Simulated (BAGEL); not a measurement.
# C2H7AlO (SMILES C[CH2][AlH][OH]): a chain of runs

We compute the energy (HF/def2-SV(P)), then the energy (NEVPT2(2,2)/def2-SV(P)), then the energy (CASPT2(2,2)/def2-SV(P)) of C2H7AlO. 

Program for the calculation: BAGEL 1.2.2.

1 further run of the same task is left out (set aside as unsound or not needed).

### Step 1. The molecule

The species is C2H7AlO (11 atoms), meant as a singlet with charge 0. SMILES: `C[CH2][AlH][OH]`. The C2–H9 distance was set to 1.757 Å, away from the relaxed value. At this shape a bond of the SMILES string is far longer than usual.

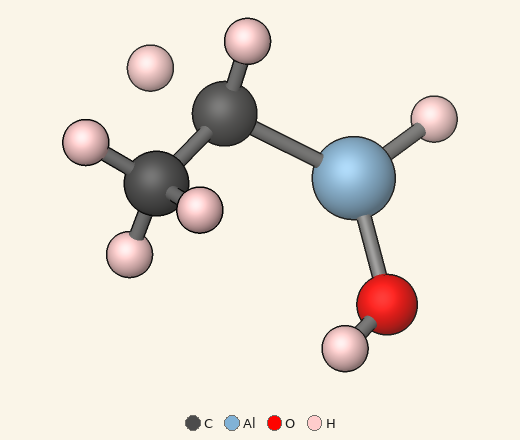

The structure, seen from a chosen angle (carbon dark grey, aluminium light blue, oxygen red, hydrogen pink).

### Step 2. A single-point energy at HF/def2-SV(P) (density fitting with svp-jkfit) (run 1)

job.json

```json
{ "bagel" : [

{
  "title" : "molecule",
  "basis" : "def2-sv_p_.json",
  "df_basis" : "svp-jkfit",
  "angstrom" : false,
  "geometry" : [
    { "atom" : "C", "xyz" : [    -2.82960598,     0.58220383,    -0.02106478 ] },
    { "atom" : "C", "xyz" : [    -0.39658359,    -0.25192128,     1.29342872 ] },
    { "atom" : "Al", "xyz" : [     1.64167500,    -2.77640641,    -0.48253590 ] },
    { "atom" : "O", "xyz" : [     0.71211872,    -3.96485517,    -3.31995967 ] },
    { "atom" : "H", "xyz" : [    -4.11348591,    -1.00762276,    -0.33305856 ] },
    { "atom" : "H", "xyz" : [    -3.87084507,     1.99118363,     1.07724405 ] },
    { "atom" : "H", "xyz" : [    -2.44977103,     1.42105326,    -1.87167357 ] },
    { "atom" : "H", "xyz" : [    -0.82214992,    -1.00403228,     3.18069820 ] },
    { "atom" : "H", "xyz" : [     1.54730775,     2.37500779,     1.88575770 ] },
    { "atom" : "H", "xyz" : [     4.22644240,    -3.86262099,     0.55719142 ] },
    { "atom" : "H", "xyz" : [    -0.81175642,    -3.46086521,    -4.14860458 ] }
  ]
},

{ "title" : "hf" },

{ "title" : "print", "file" : "orbitals.molden", "orbitals" : true }

]}
```

The basis set def2-SV(P) is read from a file made from the Basis Set Exchange's data (not shown).

Run with:

```console
BAGEL_NUM_THREADS=1 BAGEL job.json > job.out
```

Log:

```text
* using 1 threads per process

  ===============================================================
  ===============================================================

  *** Geometry ***

  { "atom" : "C", "xyz" : [     -2.829606,      0.582204,     -0.021065 ] },
  { "atom" : "C", "xyz" : [     -0.396584,     -0.251921,      1.293429 ] },
  { "atom" : "Al", "xyz" : [      1.641675,     -2.776406,     -0.482536 ] },
[... 7 lines of this table left out ...]
  { "atom" : "H", "xyz" : [     -0.811756,     -3.460865,     -4.148605 ] },

  Number of auxiliary basis functions:      481

  Since a DF basis is specified, we compute 2- and 3-index integrals:
    o Being stored without compression. Storage requirement is 0.021 GB

  Number of basis functions:       74
  Number of electrons      :       40

    * METHOD: MOLECULE                             0.24

  *** RHF ***

  === Nuclear Repulsion ===
   152.5786640846

      * DIIS with orbital gradients will be used.

  === RHF iteration (def2-sv_p_.json) ===
      0       -396.04467062          0.02389671           0.07
      1       -396.22542071          0.01546864           0.06
      2       -396.32320383          0.00190528           0.07
[... 11 lines of this table left out ...]
     14       -396.32583735          0.00000000           0.06
    * SCF iteration converged.

    * Permanent dipole moment:
           (    0.915813,    -0.165041,    -0.045003) a.u.

    * METHOD: HF                                   1.26

    * METHOD: PRINT                                0.01

  ===============================================================
```

It took 1.7 s on 1 thread of Arm Neoverse V1, shared host; peak memory 0.15 GiB.

### Step 3. A single-point energy at NEVPT2(2,2)/def2-SV(P) (density fitting with svp-jkfit) (run 2)

input.json

```json
{ "bagel" : [

{
  "title" : "molecule",
  "basis" : "def2-sv_p_.json",
  "df_basis" : "svp-jkfit",
  "angstrom" : false,
  "geometry" : [
    { "atom" : "C", "xyz" : [    -2.82960598,     0.58220383,    -0.02106478 ] },
    { "atom" : "C", "xyz" : [    -0.39658359,    -0.25192128,     1.29342872 ] },
    { "atom" : "Al", "xyz" : [     1.64167500,    -2.77640641,    -0.48253590 ] },
    { "atom" : "O", "xyz" : [     0.71211872,    -3.96485517,    -3.31995967 ] },
    { "atom" : "H", "xyz" : [    -4.11348591,    -1.00762276,    -0.33305856 ] },
    { "atom" : "H", "xyz" : [    -3.87084507,     1.99118363,     1.07724405 ] },
    { "atom" : "H", "xyz" : [    -2.44977103,     1.42105326,    -1.87167357 ] },
    { "atom" : "H", "xyz" : [    -0.82214992,    -1.00403228,     3.18069820 ] },
    { "atom" : "H", "xyz" : [     1.54730775,     2.37500779,     1.88575770 ] },
    { "atom" : "H", "xyz" : [     4.22644240,    -3.86262099,     0.55719142 ] },
    { "atom" : "H", "xyz" : [    -0.81175642,    -3.46086521,    -4.14860458 ] }
  ]
},

{
  "title" : "hf"
},

{
  "title" : "casscf",
  "nstate" : 1,
  "nact" : 2,
  "nclosed" : 19,
  "active" : [20, 23],
  "maxiter" : 200,
  "natocc" : true
},

{
  "title" : "nevpt2",
  "nstate" : 1,
  "nact" : 2,
  "nclosed" : 19,
  "active" : [20, 23],
  "maxiter" : 200,
  "natocc" : true,
  "ncore" : 8
},

{
  "title" : "print",
  "file" : "orbitals.molden",
  "orbitals" : true
}

]}
```

The basis set def2-SV(P) is read from a file made from the Basis Set Exchange's data (not shown).

Run with:

```console
BAGEL_NUM_THREADS=1 BAGEL input.json > input.out
```

Log:

```text
* using 1 threads per process

  ===============================================================
  ===============================================================

  *** Geometry ***

  { "atom" : "C", "xyz" : [     -2.829606,      0.582204,     -0.021065 ] },
  { "atom" : "C", "xyz" : [     -0.396584,     -0.251921,      1.293429 ] },
  { "atom" : "Al", "xyz" : [      1.641675,     -2.776406,     -0.482536 ] },
[... 7 lines of this table left out ...]
  { "atom" : "H", "xyz" : [     -0.811756,     -3.460865,     -4.148605 ] },

[... 23 lines left out ...]
    * SCF iteration converged.
[... 1 line left out ...]
    * Permanent dipole moment:
[... 27 lines left out ...]
    * Second-order optimization converged. *
[... 9 lines left out ...]
     * ci vector, state   0, <S^2> = 0.0000
[... 3 lines left out ...]
    * METHOD: CASSCF                               4.22

    * freezing 8 orbitals

  === DF-NEVPT2 calculation ===

    * 3-index integral transformation done
    * assembly done

      NEVPT2 correlation energy:   -0.4747424990      0.15

          (+0)     -0.4252029924
          (+0)'    -0.0143607282
          (+1)     -0.0075839660
          (+1)'    -0.0000000000
          (+2)     -0.0004227124
          (-1)     -0.0250965074
          (-1)'     0.0000000000
          (-2)     -0.0020755925

      NEVPT2 total energy:       -396.8384743595

    * METHOD: NEVPT2                               0.33

    * METHOD: PRINT                                0.01

  ===============================================================
```

Wall time 6.3 s (1 thread of Arm Neoverse V1, shared host); peak memory 0.15 GiB.

### Step 4. The energy at CASPT2(2,2)/def2-SV(P) (density fitting with svp-jkfit) (run 3)

job.json

```json
{ "bagel" : [

{
  "title" : "molecule",
  "basis" : "def2-sv_p_.json",
  "df_basis" : "svp-jkfit",
  "geometry" : [
    { "atom" : "C", "xyz" : [ -2.82960598,  0.58220383, -0.02106478 ] },
    { "atom" : "C", "xyz" : [ -0.39658359, -0.25192128,  1.29342872 ] },
    { "atom" : "Al", "xyz" : [  1.64167500, -2.77640641, -0.48253590 ] },
    { "atom" : "O", "xyz" : [  0.71211872, -3.96485517, -3.31995967 ] },
    { "atom" : "H", "xyz" : [ -4.11348591, -1.00762276, -0.33305856 ] },
    { "atom" : "H", "xyz" : [ -3.87084507,  1.99118363,  1.07724405 ] },
    { "atom" : "H", "xyz" : [ -2.44977103,  1.42105326, -1.87167357 ] },
    { "atom" : "H", "xyz" : [ -0.82214992, -1.00403228,  3.18069820 ] },
    { "atom" : "H", "xyz" : [  1.54730775,  2.37500779,  1.88575770 ] },
    { "atom" : "H", "xyz" : [  4.22644240, -3.86262099,  0.55719142 ] },
    { "atom" : "H", "xyz" : [ -0.81175642, -3.46086521, -4.14860458 ] }
  ]
},
{
  "title" : "hf"
},
{
  "title" : "casscf",
  "nstate" : 1,
  "nact" : 2,
  "nclosed" : 19,
  "active" : [20, 23],
  "maxiter" : 200,
  "natocc" : true
},
{
  "title" : "print",
  "file" : "orbitals.molden",
  "orbitals" : true
},
{
  "title" : "smith",
  "method" : "caspt2",
  "ms" : true,
  "xms" : true,
  "sssr" : true,
  "shift" : 0.2,
  "shift_imag" : true,
  "ncore" : 8
}

]}
```

The basis set def2-SV(P) is read from a file made from the Basis Set Exchange's data (not shown).

Run with:

```console
BAGEL_NUM_THREADS=1 BAGEL job.json > job.out
```

Log:

```text
* using 1 threads per process

  ===============================================================
  ===============================================================

  *** Geometry ***

  { "atom" : "C", "xyz" : [     -2.829606,      0.582204,     -0.021065 ] },
  { "atom" : "C", "xyz" : [     -0.396584,     -0.251921,      1.293429 ] },
  { "atom" : "Al", "xyz" : [      1.641675,     -2.776406,     -0.482536 ] },
[... 7 lines of this table left out ...]
  { "atom" : "H", "xyz" : [     -0.811756,     -3.460865,     -4.148605 ] },

[... 25 lines left out ...]
    * Permanent dipole moment:
[... 37 lines left out ...]
     * ci vector, state   0, <S^2> = 0.0000
[... 21 lines left out ...]
       #      aibj      arbs      arbi      airj      risj      airs      arst      rist         Etot      error   time
[... 8 lines left out ...]
      ------------------------------------------------------------------------------------------------------------------

    * CASPT2 energy : state  0     -396.8406873081
        w/o shift correction       -396.8381993651
        reference weight              0.8638242308

    * METHOD: SMITH                                0.76

  ===============================================================
```

Run time: 6.9 s. Hardware: 1 thread of Arm Neoverse V1, shared host; peak memory 0.15 GiB.

### Step 5. What came out

| quantity | value |
| --- | --- |
| run 1, HF/def2-SV(P): total energy | -396.32584 Eh |
| run 1, HF/def2-SV(P): dipole moment | 2.37 D |
| run 1, HF/def2-SV(P): HOMO energy | -10.32 eV |
| run 1, HF/def2-SV(P): LUMO energy | 2.01 eV |
| run 1, HF/def2-SV(P): HOMO–LUMO gap | 12.33 eV |
| run 2, NEVPT2(2,2)/def2-SV(P): total energy | -396.83847 Eh |
| run 3, CASPT2(2,2)/def2-SV(P): total energy | -396.84069 Eh |
